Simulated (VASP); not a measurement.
Band structure of Li₂Se (antifluorite). Method: PBEsol GGA, VASP's PBE PAW potentials (set 64) (plane waves; VASP).

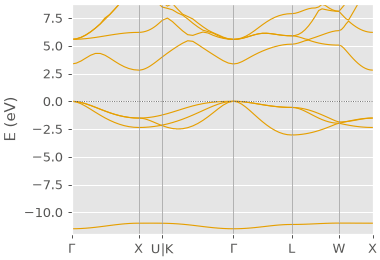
Bands along high-symmetry lines, zero at the valence-band maximum or, without a gap, the Fermi level

Read the plot: is there a gap, and where are the band edges?

The gap is indirect, 2.81 eV, from the valence maximum at Γ to the conduction minimum at X. (Edges off the drawn lines would not show.)

The compound is Li2Se in the antifluorite structure. It was relaxed first.
